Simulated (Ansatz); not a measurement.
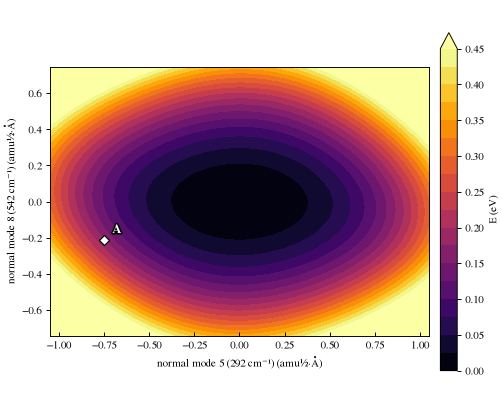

CH₆BFOSi, SMILES CB(O)[SiH2]F. First axis: normal mode 5 (292 cm⁻¹). Second axis: normal mode 8 (542 cm⁻¹). Nothing is relaxed (straight displacements along the two mass-weighted modes). The grid has 15 × 15 points. All energies are given in eV relative to the lowest grid point. Theory: Ansatz 0.2.0, RKS B3LYP-D4/def2-SVP.

In the figure: filled contours, one colour for all values above the top of the scale, the point A. Between grid points the surface is interpolated.

Q: Is A at rest? If not, where is it pushed?

A: A, at normal mode 5 (292 cm⁻¹) = −0.75 amu½·Å, normal mode 8 (542 cm⁻¹) = −0.213 amu½·Å, is not a stationary point. The computed force is 0.49 eV for each amu½·Å towards larger values of normal mode 5 (292 cm⁻¹) and 0.45 eV for each amu½·Å towards larger values of normal mode 8 (542 cm⁻¹).
